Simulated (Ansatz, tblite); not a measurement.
**GaH2Br: spin states and exact exchange**

Aim: set other spin states of GaH2Br against its singlet, on many levels of theory.

Computed with Ansatz 0.2.0, Gaussian basis. Level: as each input shows.

The runs, in order: triplet, at the geometry of the singlet (GFN1-xTB, GFN2-xTB, PBE0-D4/def2-TZVP, PBE-D4/def2-TZVP, r2SCAN-D4/def2-TZVP); the singlet's energies come from earlier runs.

### 1 The structure

The singlet was relaxed beforehand with PBE-D4/def2-TZVP.

4 atoms, charge 0, spin multiplicity 1.

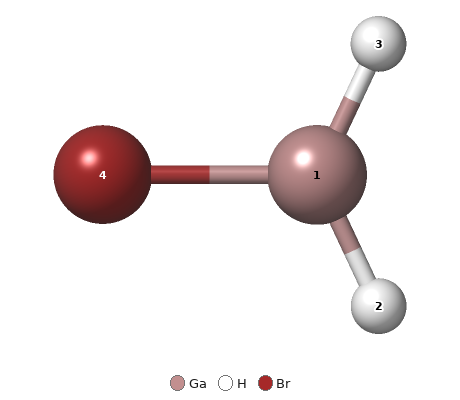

The geometry (gallium pink, hydrogen white, bromine red); atoms are numbered from 1 in the order of the file.

### 2 Triplet at the fixed geometry, GFN1-xTB

Tight binding, by tblite at 300 K electronic temperature and without a spin-polarisation term:

```python
tblite.interface.Calculator('GFN1-xTB', numbers, positions, charge=0, uhf=2).singlepoint()
```

Energy -166.2398 eV; 0.002 s.

### 3 Triplet at the fixed geometry, GFN2-xTB

Tight binding, by tblite at 300 K electronic temperature and without a spin-polarisation term:

```python
tblite.interface.Calculator('GFN2-xTB', numbers, positions, charge=0, uhf=2).singlepoint()
```

Energy -167.4807 eV; 0.002 s.

### 4 Triplet at the fixed geometry, PBE0-D4/def2-TZVP

File in.yaml:

```yaml
crystal:
  periodic: [false, false, false]
  atoms:
    - {symbol: Ga, position_ang: [0.126523, 0.211478, -0.001060]}
    - {symbol: H, position_ang: [1.684222, 0.052148, 0.012877]}
    - {symbol: H, position_ang: [-0.750466, 1.508595, -0.020697]}
    - {symbol: Br, position_ang: [-1.060278, -1.772221, 0.008880]}
basis:
  gaussian: {orbitals: def2-TZVP}
magnetization: {spin_polarized: true, initial_magnetization: 2}
hamiltonian: {xc: pbe0, dispersion: d4}
scf: {omitted_lower_state_checks: [starts]}
output: {orbitals: {seedname: orbitals}}
```

The run is started by

```console
ansatz run in.yaml --threads 4 --pin off --events-out ev --progress --plain --max-ram 3916MiB
```

The log of the run:

```text
Functional definition: PBE0
  name "PBE0"
  cite "Adamo & Barone, J. Chem. Phys. 110, 6158 (1999) doi:10.1063/1.478522"
  cite "Perdew, Burke & Ernzerhof, Phys. Rev. Lett. 77, 3865 (1996) doi:10.1103/PhysRevLett.77.3865"
  parent pbe
  parameter a = 0.25
  parameter kappa = 0.804
  parameter beta = 0.06672455060314922
  exchange = (1 - a)*pbe_x(kappa = kappa, mu = beta*pi^2/3) + a*exact_x
  correlation = pbe_c(beta = beta)
these checks for a lower state are left out or cut short: starts
749 factors; integrals over basis functions are off by at most 1.0e-3 eV
mean field evaluation 1: about -122437.0777 eV, gradient 1.7e1 eV
mean field evaluation 2: about -122434.5956 eV, gradient 2.6e1 eV
mean field evaluation 4: about -122438.3124 eV, gradient 2.1e0 eV
mean field evaluation 8: about -122438.3596 eV, gradient 5.4e-1 eV
mean field evaluation 16: about -122438.3623 eV, gradient 9.6e-5 eV
mean field -122438.36228065 eV, -4499.5268221111 hartree, gradient 1.2e-5 eV, S^2 2.006168; 0 other end points of the search recorded, 0 dependent functions left out
reference -122438.36230855 eV, -4499.5268231364 hartree; 35, 33 occupied and 73, 75 virtual orbitals, 749 factors
Total energy: -122438.41831515 eV, -4499.5288813411 hartree
Checks for a lower state left out: starts
```

It took 1.6 s on 4 threads of Arm Neoverse V2, shared host.

Report: HOMO -3.83 eV, LUMO -6.95 eV (over both spins; with the spin held, an empty level of the minority spin lies below the top filled one); ⟨S²⟩ 2.006 (pure: 2.00).

### 5 Triplet at the fixed geometry, PBE-D4/def2-TZVP

start.molden holds the orbitals of an earlier run on this state, given as this run's starting guess.

in.yaml, as its differences from that of step 4:

```diff
@@ -8,5 +8,5 @@
 basis:
-  gaussian: {orbitals: def2-TZVP}
+  gaussian: {orbitals: def2-TZVP, initial_orbitals: start.molden}
 magnetization: {spin_polarized: true, initial_magnetization: 2}
-hamiltonian: {xc: pbe0, dispersion: d4}
+hamiltonian: {xc: pbe, dispersion: d4}
 scf: {omitted_lower_state_checks: [starts]}
```

Same command.

The log of the run:

```text
Functional definition: PBE
  name "PBE"
  cite "Perdew, Burke & Ernzerhof, Phys. Rev. Lett. 77, 3865 (1996) doi:10.1103/PhysRevLett.77.3865"
  parent pbe
  parameter kappa = 0.804
  parameter beta = 0.06672455060314922
  exchange = pbe_x(kappa = kappa, mu = beta*pi^2/3)
  correlation = pbe_c(beta = beta)
these checks for a lower state are left out or cut short: starts
832 factors; their error is unknown
mean field evaluation 1: about -122435.0491 eV, gradient 7.9e0 eV
mean field evaluation 2: about -122435.1374 eV, gradient 1.3e-1 eV
mean field evaluation 4: about -122435.1052 eV, gradient 1.3e-3 eV
mean field evaluation 8: about -122435.1052 eV, gradient 9.0e-6 eV
mean field -122435.10518602 eV, -4499.4071260914 hartree, gradient 9.0e-6 eV, S^2 2.002719; 0 other end points of the search recorded, 0 dependent functions left out
reference -122435.10522336 eV, -4499.4071274636 hartree; 35, 33 occupied and 73, 75 virtual orbitals, 832 factors
Total energy: -122435.17146649 eV, -4499.4095618535 hartree
Checks for a lower state left out: starts
```

It took 1 s on 4 threads of Arm Neoverse V2, shared host.

From the report: HOMO -3.04 eV, LUMO -7.47 eV (over both spins; with the spin held, an empty level of the minority spin lies below the top filled one); ⟨S²⟩ 2.003 (pure: 2.00).

### 6 Triplet at the fixed geometry, r2SCAN-D4/def2-TZVP

in.yaml, as its differences from that of step 5:

```diff
@@ -10,3 +10,3 @@
 magnetization: {spin_polarized: true, initial_magnetization: 2}
-hamiltonian: {xc: pbe, dispersion: d4}
+hamiltonian: {xc: r2scan, dispersion: d4}
 scf: {omitted_lower_state_checks: [starts]}
```

Launched as before.

The log of the run:

```text
Functional definition: r2SCAN
  name "r2SCAN"
  cite "Furness, Kaplan, Ning, Perdew & Sun, J. Phys. Chem. Lett. 11, 8208 (2020) doi:10.1021/acs.jpclett.0c02405"
  cite "Furness, Kaplan, Ning, Perdew & Sun, J. Phys. Chem. Lett. 11, 9248 (2020) doi:10.1021/acs.jpclett.0c03077"
  parent r2scan
  parameter k0 = 0.174
  parameter k1 = 0.065
  parameter a1 = 4.9479
  exchange = r2scan_x(k0 = k0, k1 = k1, a1 = a1)
  correlation = r2scan_c
these checks for a lower state are left out or cut short: starts
832 factors; their error is unknown
mean field evaluation 1: about -122452.9208 eV, gradient 5.7e0 eV
mean field evaluation 2: about -122452.9614 eV, gradient 7.3e-2 eV
mean field evaluation 4: about -122452.9241 eV, gradient 6.7e-4 eV
mean field evaluation 8: about -122452.9241 eV, gradient 2.2e-5 eV
mean field -122452.92405193 eV, -4500.0619573353 hartree, gradient 2.1e-5 eV, S^2 2.006395; 0 other end points of the search recorded, 0 dependent functions left out
reference -122452.92406550 eV, -4500.0619578342 hartree; 35, 33 occupied and 73, 75 virtual orbitals, 832 factors
Total energy: -122452.93755923 eV, -4500.0624537196 hartree
Checks for a lower state left out: starts
```

Run time: 2.7 s. Hardware: 4 threads of Arm Neoverse V2, shared host.

Report: HOMO -3.32 eV, LUMO -7.57 eV (over both spins; with the spin held, an empty level of the minority spin lies below the top filled one); ⟨S²⟩ 2.006 (pure: 2.00).

### 7 Triplet less singlet, vertical

The singlet's energies are those of its earlier runs, whose logs aren't repeated here.

```tsv
level	triplet less singlet, vertical (kJ/mol)	time
GFN1-xTB	+609.6	0.004 s
GFN2-xTB	+494.1	0.004 s
PBE-D4/def2-TZVP	+414.1	1.5 s
r2SCAN-D4/def2-TZVP	+424.4	3.8 s
PBE0-D4/def2-TZVP	+447.3	2.8 s
```

Times add the two runs; a level without a time comes out of a correlated run. Tight binding without a spin term can't rank spin states.

### 8 Outcome

| quantity | value |
| --- | --- |
| triplet less singlet, vertical, functionals in def2-TZVP | +414.1 (PBE-D4) to +447.3 kJ/mol (PBE0-D4) |

**Reading.** All functionals put the triplet above the singlet, over a spread of 33.2 kJ/mol. The checks for a lower triplet were left out, so another state of that spin may lie lower. These are electronic energies, without zero-point motion, entropy or surroundings.
